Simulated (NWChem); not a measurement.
**CH4ClFSSn (SMILES C[S][SnH]([F])[Cl]): levels of theory compared**

We compute a comparison of 3 runs (HF/def2-SVP, M06-2X/def2-SVP, PBE0/def2-SVP) of CH4ClFSSn. 

Program for the calculation: NWChem 7.3.0.

## Step 1: The structure to begin with

CH4ClFSSn has 9 atoms, charge 0, and is taken as a singlet. As SMILES, `C[S][SnH]([F])[Cl]`. The shape is that of a PBE0-D4/def2-TZVP optimisation. This is one conformer, not always the lowest.

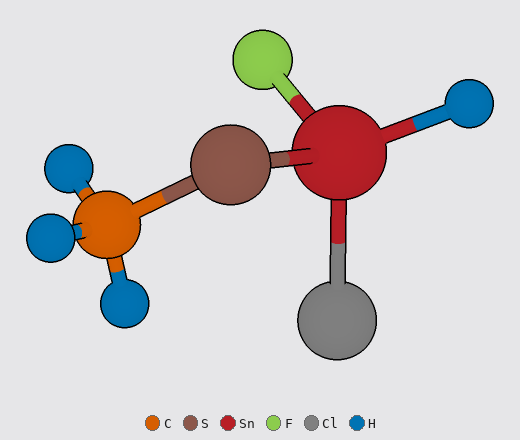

Viewed from a chosen angle; carbon orange, sulfur brown, tin red, fluorine green, chlorine grey, hydrogen blue.

## Step 2: Energy and forces at HF/def2-SVP (core potential) (run 1)

Contents of ch4clfssn.xyz:

```xyz
9
CH4ClFSSn
C      0.554500    -1.287900    -0.829300
S      1.112200    -0.671400     0.790800
Sn    -0.350500     1.162900     1.013200
F     -2.138600     0.476200     0.979300
Cl    -0.296600     2.433400    -0.922100
H      1.207100    -2.128200    -1.064400
H     -0.475800    -1.635700    -0.782000
H      0.664800    -0.524300    -1.597900
H     -0.188600     2.128700     2.395200
```

Contents of ch4clfssn.nw:

```
start ch4clfssn
title "CH4ClFSSn"
memory stack 880 mb heap 220 mb global 1100 mb
charge 0

geometry units angstrom noautosym nocenter noautoz
   load format xyz ch4clfssn.xyz
end

basis "ao basis" spherical bse
   * library def2-SVP
end

ecp bse
   Sn library def2-SVP
end

scf
   thresh 1e-08
   maxiter 80
   print medium
end

task scf gradient
```

On the command line:

```console
$ nwchem ch4clfssn.nw > ch4clfssn.out
```

The log of the run:

```text
[...]
  functions       =   110
[...]
  wavefunction    = RHF
[...]
         Total SCF energy =  -1209.720031034184
      One-electron energy =  -2612.146727268599
      Two-electron energy =    971.979235847855
 Nuclear repulsion energy =    430.447460386561
        Time for solution =     43.6s
[...]
                         RHF ENERGY GRADIENTS
    atom               coordinates                        gradient
                 x          y          z           x          y          z
   1 C       1.047853  -2.433778  -1.567150   -0.000388   0.004170   0.006233
   2 S       2.101753  -1.268762   1.494395   -0.004923   0.001701  -0.004593
   3 Sn     -0.662349   2.197562   1.914670    0.003593  -0.002842  -0.009242
   4 F      -4.041368   0.899888   1.850609    0.001512   0.000563  -0.000443
   5 Cl     -0.560493   4.598459  -1.742516   -0.000528  -0.005134   0.006647
   6 H       2.281088  -4.021715  -2.011424    0.001512  -0.000918   0.000521
   7 H      -0.899132  -3.091025  -1.477766   -0.001071  -0.000296   0.000411
   8 H       1.256290  -0.990783  -3.019593    0.000447   0.001589  -0.000856
   9 H      -0.356402   4.022660   4.526272   -0.000155   0.001166   0.001322
[...]
```

Wall time 63 s (1 thread of Intel Xeon Platinum 8259CL at 2.50GHz (Skylake/Cascade Lake), shared host); peak memory 0.1 GiB.

## Step 3: Energy and forces at M06-2X/def2-SVP (core potential) (run 2)

Contents of ch4clfssn.nw:

```
start ch4clfssn
title "CH4ClFSSn gradient"
memory stack 880 mb heap 220 mb global 1100 mb
geometry units angstrom noautosym nocenter noautoz
C      0.554500    -1.287900    -0.829300
S      1.112200    -0.671400     0.790800
Sn    -0.350500     1.162900     1.013200
F     -2.138600     0.476200     0.979300
Cl    -0.296600     2.433400    -0.922100
H      1.207100    -2.128200    -1.064400
H     -0.475800    -1.635700    -0.782000
H      0.664800    -0.524300    -1.597900
H     -0.188600     2.128700     2.395200
end
basis "ao basis" spherical bse
* library def2-SVP
end
ecp bse
Sn library def2-SVP
end
dft
xc m06-2x
grid fine
convergence energy 1e-08
maxiter 100
mulliken
end
task dft gradient
```

On the command line:

```console
$ nwchem ch4clfssn.nw > ch4clfssn.out
```

The log of the run:

```text
[...]
          Wavefunction type:  closed shell.
          No. of atoms     :     9
          No. of electrons :    74
[...]
          Charge           :     0
          Spin multiplicity:     1
[...]
          AO basis - number of functions:   110
[...]
              XC Information
              --------------
                       M06-2X Method XC Functional
                     Hartree-Fock (Exact) Exchange  0.540
                        M06-2X Exchange Functional  1.000
                      M06-2X Correlation Potential  1.000
[...]
 d= 0,ls=0.0,diis     1  -1212.5116814485 -1.64D+03  1.25D-02  6.95D-01     6.3
[...]
 d= 0,ls=0.0,diis    10  -1212.6022071040 -1.31D-09  3.99D-07  1.11D-09    51.9
         Total DFT energy =    -1212.602207103971
      One electron energy =    -2612.728369496877
           Coulomb energy =     1059.075916598963
    Exchange-Corr. energy =      -89.397214592617
 Nuclear repulsion energy =      430.447460386560
[...]
      Total Density - Mulliken Population Analysis
     ---------------------------------------------
    Atom       Charge   Shell Charges
 -----------   ------   -------------------------------------------------------
    1 C    6     6.19   1.99  0.88  0.25  2.08  0.96  0.03
    2 S   16    16.28   2.00  1.99  1.22  0.68  5.93  1.79  2.61  0.06
    3 Sn  22    20.96   0.42  1.60  0.96  0.10  2.75  3.26  1.20  0.37  9.78  0.52
    4 F    9     9.48   1.99  1.10  0.86  3.32  2.21  0.00
    5 Cl  17    17.32   2.00  1.99  1.23  0.74  5.94  2.12  3.30  0.01
    6 H    1     0.90   0.73  0.15  0.02
    7 H    1     0.89   0.73  0.13  0.02
    8 H    1     0.90   0.73  0.15  0.02
    9 H    1     1.09   0.69  0.39  0.01
[...]
  wavefunction    = closed shell
                         DFT ENERGY GRADIENTS
    atom               coordinates                        gradient
                 x          y          z           x          y          z
   1 C       1.047853  -2.433778  -1.567150   -0.000414  -0.000254  -0.000121
   2 S       2.101753  -1.268762   1.494395   -0.007493   0.004490  -0.004458
   3 Sn     -0.662349   2.197562   1.914670   -0.001828  -0.002369  -0.007533
   4 F      -4.041368   0.899888   1.850609    0.008888   0.003609   0.000061
   5 Cl     -0.560493   4.598459  -1.742516   -0.000867  -0.005561   0.009475
   6 H       2.281088  -4.021715  -2.011424   -0.002436   0.003536   0.001267
   7 H      -0.899132  -3.091025  -1.477766    0.005121   0.001665  -0.000093
   8 H       1.256290  -0.990783  -3.019593   -0.000209  -0.003840   0.003739
   9 H      -0.356402   4.022660   4.526272   -0.000762  -0.001276  -0.002337
[...]
```

Wall time 76 s (1 thread of Intel Xeon Platinum 8259CL at 2.50GHz (Skylake/Cascade Lake), shared host); peak memory 0.14 GiB.

## Step 4: Energy and forces at PBE0/def2-SVP (core potential) (run 3)

Contents of a.nw:

```
start a
title "CH4ClFSSn gradient"
memory total 2200 mb
charge 0
geometry units angstroms noautosym nocenter noautoz
  C     0.554500   -1.287900   -0.829300
  S     1.112200   -0.671400    0.790800
  Sn   -0.350500    1.162900    1.013200
  F    -2.138600    0.476200    0.979300
  Cl   -0.296600    2.433400   -0.922100
  H     1.207100   -2.128200   -1.064400
  H    -0.475800   -1.635700   -0.782000
  H     0.664800   -0.524300   -1.597900
  H    -0.188600    2.128700    2.395200
end
basis spherical bse
  * library def2-SVP
end
ecp bse
  Sn library def2-SVP
end
dft
  xc pbe0
  grid fine
  convergence energy 1e-08
  maxiter 100
  mulliken
  noprint "final vectors analysis"
end
task dft gradient
```

On the command line:

```console
$ nwchem a.nw > a.out
```

The log of the run:

```text
[...]
          Wavefunction type:  closed shell.
          No. of atoms     :     9
          No. of electrons :    74
[...]
          Charge           :     0
          Spin multiplicity:     1
[...]
          AO basis - number of functions:   110
[...]
              XC Information
              --------------
                         PBE0 Method XC Functional
                     Hartree-Fock (Exact) Exchange  0.250
          PerdewBurkeErnzerhof Exchange Functional  0.750
            Perdew 1991 LDA Correlation Functional  1.000 local
           PerdewBurkeErnz. Correlation Functional  1.000 non-local
[...]
 d= 0,ls=0.0,diis     1  -1212.2135709952 -1.64D+03  1.78D-02  8.28D-01     5.4
[...]
 d= 0,ls=0.0,diis    10  -1212.3227646366 -7.32D-10  2.80D-07  1.58D-09    41.2
         Total DFT energy =    -1212.322764636647
      One electron energy =    -2612.988991545698
           Coulomb energy =     1059.270724649017
    Exchange-Corr. energy =      -89.051958126525
 Nuclear repulsion energy =      430.447460386560
[...]
      Total Density - Mulliken Population Analysis
     ---------------------------------------------
    Atom       Charge   Shell Charges
 -----------   ------   -------------------------------------------------------
    1 C    6     6.18   1.99  0.90  0.23  2.08  0.95  0.03
    2 S   16    16.24   2.00  1.99  1.24  0.66  5.93  1.79  2.58  0.06
    3 Sn  22    21.12   0.42  1.60  1.08  0.06  2.76  3.25  1.30  0.35  9.74  0.56
    4 F    9     9.43   1.99  1.12  0.84  3.31  2.16  0.00
    5 Cl  17    17.28   2.00  1.99  1.26  0.72  5.93  2.12  3.26  0.01
    6 H    1     0.90   0.73  0.15  0.02
    7 H    1     0.89   0.73  0.14  0.02
    8 H    1     0.90   0.73  0.15  0.02
    9 H    1     1.06   0.67  0.38  0.01
[...]
  wavefunction    = closed shell
                         DFT ENERGY GRADIENTS
    atom               coordinates                        gradient
                 x          y          z           x          y          z
   1 C       1.047853  -2.433778  -1.567150   -0.001485  -0.001493  -0.003412
   2 S       2.101753  -1.268762   1.494395   -0.005778   0.004253  -0.002278
   3 Sn     -0.662349   2.197562   1.914670   -0.004692  -0.003435  -0.005971
   4 F      -4.041368   0.899888   1.850609    0.010883   0.004083  -0.000174
   5 Cl     -0.560493   4.598459  -1.742516   -0.000732  -0.004885   0.007415
   6 H       2.281088  -4.021715  -2.011424   -0.003355   0.004648   0.001506
   7 H      -0.899132  -3.091025  -1.477766    0.006091   0.002197   0.000106
   8 H       1.256290  -0.990783  -3.019593   -0.000303  -0.004303   0.004619
   9 H      -0.356402   4.022660   4.526272   -0.000629  -0.001066  -0.001812
[...]
```

It took 61 s on 1 thread of Intel Xeon Platinum 8259CL at 2.50GHz (Skylake/Cascade Lake), shared host; peak memory 0.13 GiB.

## Step 5: All runs side by side

```
run                             level  iteration cap  module   energy (Eh)  dipole moment (D)  HOMO energy (eV)  LUMO energy (eV)  wall time
  1      HF/def2-SVP (core potential)             80     scf  -1209.720031               2.05            -10.45              2.39       63 s
  2  M06-2X/def2-SVP (core potential)            100     dft  -1212.602207               1.86             -8.70             -0.26       76 s
  3    PBE0/def2-SVP (core potential)            100     dft  -1212.322765               1.80                 –                 –       61 s
```

## Step 6: Results

```
                       quantity           value
            run 3: total energy  -1212.32276 Eh
           run 3: dipole moment          1.80 D
run 3: largest force on an atom      0.598 eV/Å
```

The dipole moment (its size) runs from 1.80 D (PBE0/def2-SVP) to 2.05 D (HF/def2-SVP). Totals of different functionals can't be ranked against each other. All runs together took 3.3 min, the longest 76 s.
